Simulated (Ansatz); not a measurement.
# NaLi (lithium sodium): the energy, rung by rung

NaLi: 2 atoms, total charge 0, spin state singlet. As SMILES, `[Li][Na]`. The bond length is the measured one.

```xyz
2

Li    0.0000    0.0000    0.0000
Na    0.0000    0.0000    2.8100
```

Quantity: the energy change with the Li1–Na2 bond stretched from 2.810 to 3.513 Å, in eV. The values are calculated.

| level | kind | program | value (eV) | less CCSD(T)/STO-3G |
| --- | --- | --- | --- | --- |
| HF/STO-3G (restricted) | Hartree–Fock | Ansatz | 0.92 | +0.02 |
| SVWN5/STO-3G (restricted) | LDA | Ansatz | 0.99 | +0.09 |
| PBE/STO-3G (restricted) | GGA | Ansatz | 0.93 | +0.03 |
| BHLYP/STO-3G (restricted) | global hybrid | Ansatz | 0.99 | +0.09 |
| CAM-B3LYP/STO-3G (restricted) | range-separated hybrid | Ansatz | 1.01 | +0.11 |
| HSE06/STO-3G (restricted) | range-separated hybrid | Ansatz | 0.96 | +0.06 |
| RPA@PBE/STO-3G (restricted) | RPA | Ansatz | 0.95 | +0.05 |
| MP2/STO-3G (restricted) | perturbation theory | Ansatz | 0.94 | +0.04 |
| CCSD(T)/STO-3G (restricted) | coupled cluster or CI | Ansatz | 0.90 | 0.00 |
| CCSD/STO-3G (restricted) | coupled cluster or CI | Ansatz | 0.90 | 0.00 |

CCSD(T)/STO-3G (restricted) is the highest level here, not the true value. Its T1 diagnostic reaches 0.023, a sign that one reference may not serve. The first shape isn't each level's own minimum. The values span 0.90 to 1.01 eV. Minimal STO sets describe s-block atoms so badly that they can place the ion below the atom. All rows use very small basis sets, so even the best lies far from the true value.

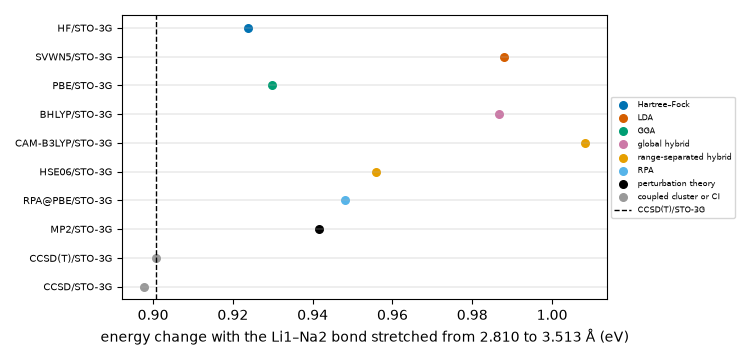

The values of the table, level by level.
